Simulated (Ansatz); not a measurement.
**AsH (triplet): RPA-PBE over vertical spin and charge gaps, cc-pVTZ**

How well do these functionals follow the top wave-function level for AsH (triplet) over vertical spin and charge gaps?

Method: cc-pVTZ, all electrons in the functionals, frozen cores in the correlation of double hybrids and RPA; program: Ansatz 0.2.0, Gaussian basis.

The runs, in order: RPA-PBE, at charge 0, triplet; charge 0, singlet; charge 0, quintet; charge 1, doublet; charge 1, quartet.

7 further runs of the same task are left out: 1 that didn't finish, 6 set aside as unsound or not needed.

## 1. The geometry

The geometry is a PBE0/def2-TZVP stationary point (not a proven minimum). No spin-orbit coupling is included. The filled d shell of As may be among the frozen orbitals whatever the setting's name suggests; the logs give the count.

2 atoms, charge 0, spin multiplicity 3.

Atoms are counted from 1 here; the program's logs count them from 0.

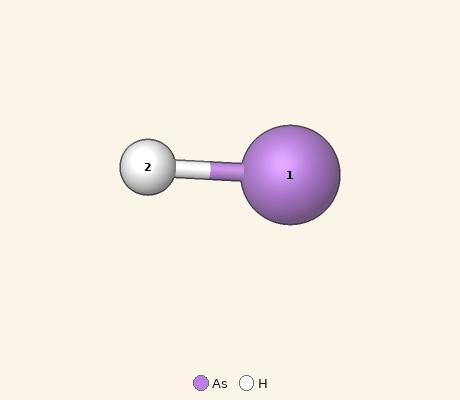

The structure; arsenic purple, hydrogen white; atoms are numbered from 1 in the order of the file.

No dispersion term is added.

The geometry shown and the zero of energy belong to the point charge 0, triplet. The yardstick, FCI, and other wave-function levels (R restricted, U unrestricted, valence and pair active spaces) come from earlier runs.

## 2. RPA-PBE, charge 0, triplet

in.yaml reads:

```yaml
crystal:
  periodic: [false, false, false]
  atoms:
    - {symbol: As, position_ang: [0.000000, 0.000000, 0.000000]}
    - {symbol: H, position_ang: [0.000000, 0.000000, 1.531400]}
basis:
  gaussian: {orbitals: cc-pVTZ}
magnetization: {spin_polarized: true, initial_magnetization: 2}
hamiltonian: {xc: {name: PBE}}
correlation: {method: rpa, electrons: outside_noble_gas}
```

On the command line:

```
$ ansatz run in.yaml --threads 1 --pin off --events-out ev --progress --plain --max-ram 2816MiB --backend cpu
```

The log of the run:

```text
Functional definition: PBE
  name "PBE"
  cite "Perdew, Burke & Ernzerhof, Phys. Rev. Lett. 77, 3865 (1996) doi:10.1103/PhysRevLett.77.3865"
  parent pbe
  parameter kappa = 0.804
  parameter beta = 0.06672455060314922
  exchange = pbe_x(kappa = kappa, mu = beta*pi^2/3)
  correlation = pbe_c(beta = beta)
361 factors; integrals over basis functions are off by at most 7.3e-4 eV
mean field evaluation 1: about -60847.5193 eV, gradient 9.1e0 eV
mean field evaluation 2: about -60847.5146 eV, gradient 9.1e0 eV
mean field evaluation 4: about -60847.9033 eV, gradient 1.7e0 eV
mean field evaluation 8: about -60847.9257 eV, gradient 1.0e-1 eV
mean field evaluation 16: about -60847.9258 eV, gradient 8.0e-6 eV
mean field -60847.92575544 eV, -2236.1200273071 hartree, gradient 8.0e-6 eV, S^2 2.004322; 0 other end points of the search recorded, 0 dependent functions left out
14 core orbitals not correlated: weight in the atoms' cores, before any rotation towards them, 0.999 or more for the frozen orbitals, at most 0.000 for the correlated occupied ones
reference -60811.71919460 eV, -2234.7894607379 hartree; 4, 2 occupied and 39, 41 virtual orbitals, 361 factors
Total energy: -60817.29678739 eV, -2234.9944334924 hartree
```

Wall time 1 s (1 thread of AMD EPYC 7R13, shared host).

From the report: ⟨S²⟩ of the determinant 2.004 (pure triplet: 2.00).

## 3. RPA-PBE, charge 0, singlet

Changes to in.yaml since step 2:

```diff
@@ -7,3 +7,3 @@
   gaussian: {orbitals: cc-pVTZ}
-magnetization: {spin_polarized: true, initial_magnetization: 2}
+magnetization: {spin_polarized: true, initial_magnetization: 0}
 hamiltonian: {xc: {name: PBE}}
```

Same command.

The log of the run, shortened:

```text
Functional definition: PBE
  name "PBE"
  cite "Perdew, Burke & Ernzerhof, Phys. Rev. Lett. 77, 3865 (1996) doi:10.1103/PhysRevLett.77.3865"
  parent pbe
[...]
361 factors; integrals over basis functions are off by at most 7.3e-4 eV
[...]
mean field -60847.58332862 eV, -2236.1074433533 hartree, gradient 1.1e-6 eV, S^2 1.005782; 8 other end points of the search recorded, 0 dependent functions left out
14 core orbitals not correlated: weight in the atoms' cores, before any rotation towards them, 1.000 or more for the frozen orbitals, at most 0.000 for the correlated occupied ones
reference -60811.23380406 eV, -2234.7716229644 hartree; 3, 3 occupied and 40, 40 virtual orbitals, 361 factors
Total energy: -60816.97632216 eV, -2234.9826566122 hartree
```

Wall time 3.8 s (1 thread of AMD EPYC 7R13, shared host).

From the report: ⟨S²⟩ of the determinant 1.006 (pure singlet: 0.00). The determinant is far from a pure spin state, so its energy mixes those of several spin states (harmless only where they are near-degenerate, as at dissociation).

From charge 0, triplet: +0.320 eV.

## 4. RPA-PBE, charge 0, quintet

Changes to in.yaml since step 3:

```diff
@@ -7,3 +7,3 @@
   gaussian: {orbitals: cc-pVTZ}
-magnetization: {spin_polarized: true, initial_magnetization: 0}
+magnetization: {spin_polarized: true, initial_magnetization: 4}
 hamiltonian: {xc: {name: PBE}}
```

The command is unchanged.

The log of the run, shortened:

```text
Functional definition: PBE
  name "PBE"
  cite "Perdew, Burke & Ernzerhof, Phys. Rev. Lett. 77, 3865 (1996) doi:10.1103/PhysRevLett.77.3865"
  parent pbe
[...]
361 factors; integrals over basis functions are off by at most 7.2e-4 eV
[...]
a density is far from that of the atoms, so the factors are made again for it
373 factors; integrals over basis functions are off by at most 6.4e-4 eV
[...]
mean field -60841.43627555 eV, -2235.8815433197 hartree, gradient 7.8e-6 eV, S^2 6.001263; 1 other end points of the search recorded, 0 dependent functions left out
14 core orbitals not correlated: weight in the atoms' cores, before any rotation towards them, 0.999 or more for the frozen orbitals, at most 0.000 for the correlated occupied ones
reference -60805.88550819 eV, -2234.5750767163 hartree; 5, 1 occupied and 38, 42 virtual orbitals, 373 factors
Total energy: -60810.70515265 eV, -2234.7521953836 hartree
```

It took 2.7 s on 1 thread of AMD EPYC 7R13, shared host.

From the report: ⟨S²⟩ of the determinant 6.001 (pure quintet: 6.00).

From charge 0, triplet: +6.592 eV.

## 5. RPA-PBE, charge 1, doublet

Changes to in.yaml since step 4:

```diff
@@ -7,3 +7,4 @@
   gaussian: {orbitals: cc-pVTZ}
-magnetization: {spin_polarized: true, initial_magnetization: 4}
+total_charge: 1
+magnetization: {spin_polarized: true, initial_magnetization: 1}
 hamiltonian: {xc: {name: PBE}}
```

Same command.

The log of the run, shortened:

```text
Functional definition: PBE
  name "PBE"
  cite "Perdew, Burke & Ernzerhof, Phys. Rev. Lett. 77, 3865 (1996) doi:10.1103/PhysRevLett.77.3865"
  parent pbe
[...]
359 factors; integrals over basis functions are off by at most 7.3e-4 eV
[...]
mean field -60838.22903845 eV, -2235.7636795302 hartree, gradient 1.5e-6 eV, S^2 0.752645; 6 other end points of the search recorded, 0 dependent functions left out
14 core orbitals not correlated: weight in the atoms' cores, before any rotation towards them, 1.000 or more for the frozen orbitals, at most 0.000 for the correlated occupied ones
reference -60802.47821686 eV, -2234.4498610695 hartree; 3, 2 occupied and 40, 41 virtual orbitals, 359 factors
Total energy: -60807.64651597 eV, -2234.6397925586 hartree
```

It took 2 s on 1 thread of AMD EPYC 7R13, shared host.

From the report: ⟨S²⟩ of the determinant 0.753 (pure doublet: 0.75).

From charge 0, triplet: +9.650 eV.

## 6. RPA-PBE, charge 1, quartet

Changes to in.yaml since step 5:

```diff
@@ -8,3 +8,3 @@
 total_charge: 1
-magnetization: {spin_polarized: true, initial_magnetization: 1}
+magnetization: {spin_polarized: true, initial_magnetization: 3}
 hamiltonian: {xc: {name: PBE}}
```

Launched as before.

The log of the run, shortened:

```text
Functional definition: PBE
  name "PBE"
  cite "Perdew, Burke & Ernzerhof, Phys. Rev. Lett. 77, 3865 (1996) doi:10.1103/PhysRevLett.77.3865"
  parent pbe
[...]
361 factors; integrals over basis functions are off by at most 7.3e-4 eV
[...]
mean field -60836.35718903 eV, -2235.6948903327 hartree, gradient 7.1e-7 eV, S^2 3.751513; 0 other end points of the search recorded, 0 dependent functions left out
14 core orbitals not correlated: weight in the atoms' cores, before any rotation towards them, 0.999 or more for the frozen orbitals, at most 0.000 for the correlated occupied ones
reference -60801.27733360 eV, -2234.4057294239 hartree; 4, 1 occupied and 39, 42 virtual orbitals, 361 factors
Total energy: -60805.59876597 eV, -2234.5645391341 hartree
```

Wall time 1.8 s (1 thread of AMD EPYC 7R13, shared host).

From the report: ⟨S²⟩ of the determinant 3.752 (pure quartet: 3.75).

From charge 0, triplet: +11.698 eV.

## 7. The comparison

The yardstick is full CI for this spin, exact in this basis with these frozen cores. It comes from earlier runs at the same points. Energies in eV, counted from charge 0, triplet; blanks weren't run or aren't comparable.

| level | triplet to singlet | triplet to quintet | ionisation to the doublet cation | ionisation to the quartet cation |
| --- | --- | --- | --- | --- |
| FCI | 0.978 |  | 9.626 | 11.390 |
| RPA-PBE |  | 6.592 | 9.650 | 11.698 |

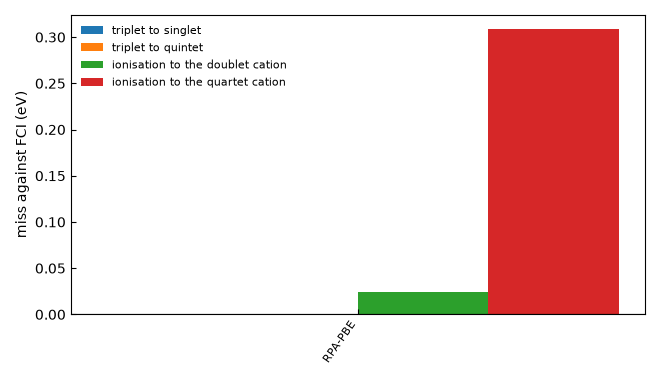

Misses of the gaps against FCI.

Largest miss and mean time a point (FCI took 24 s a point; shared hosts):

| level | largest miss (eV) | where | time a point |
| --- | --- | --- | --- |
| RPA-PBE | +0.309 | ionisation to the quartet cation | 2.3 s |

## 8. Summary of results

| quantity | value |
| --- | --- |
| triplet to singlet, FCI | 0.978 eV |
| ionisation to the doublet cation, FCI | 9.626 eV |
| ionisation to the quartet cation, FCI | 11.390 eV |
| largest miss, RPA-PBE | +0.309 eV (ionisation to the quartet cation) |

In words: Misses are known at 2 of 4 points at best, and only functionals with that many are ranked. RPA-PBE strays by up to 0.309 eV, at ionisation to the quartet cation. RPA-PBE clearly breaks the spin symmetry at some points (⟨S²⟩ up to 1.01 above the pure value), so energy there is bought with a mixed spin. Functionals and the yardstick converge differently with the basis, so part of each miss in cc-pVTZ is the basis.
